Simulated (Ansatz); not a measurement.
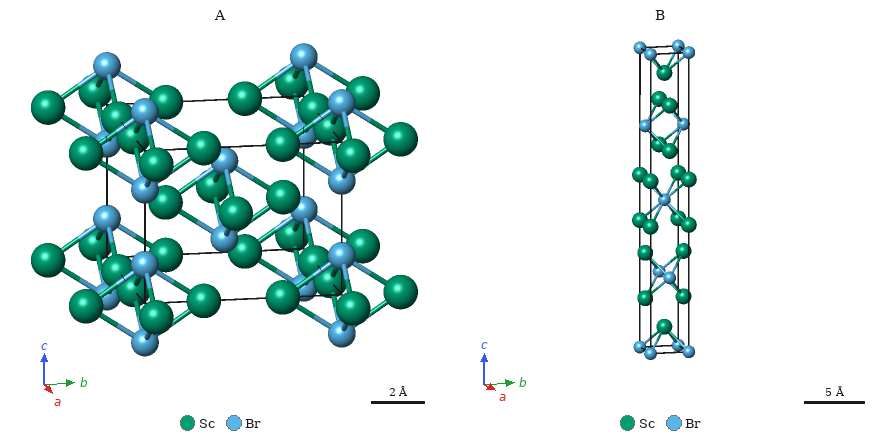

Two structures of Sc2Br, each relaxed to rest (conventional cells in solid outline, small ones repeated, not to one scale). Method: DFT PBE, scalar-relativistic, plane waves, PAW (Ansatz 0.2.0), without spin polarisation.

What are A and B?

Answer. A: 12 atoms a cell on a body-centred tetragonal lattice, I4/mmm. B: 12 atoms a cell on a body-centred tetragonal lattice, I4_1/amd.

A or B: which is lower in energy?

Answer. B is lower, by 328 meV/atom at this level of theory (energies at zero smearing). Volumes: A 29.5, B 23.4 Å³/atom.

One or both may be structure types tried for this composition rather than known phases.
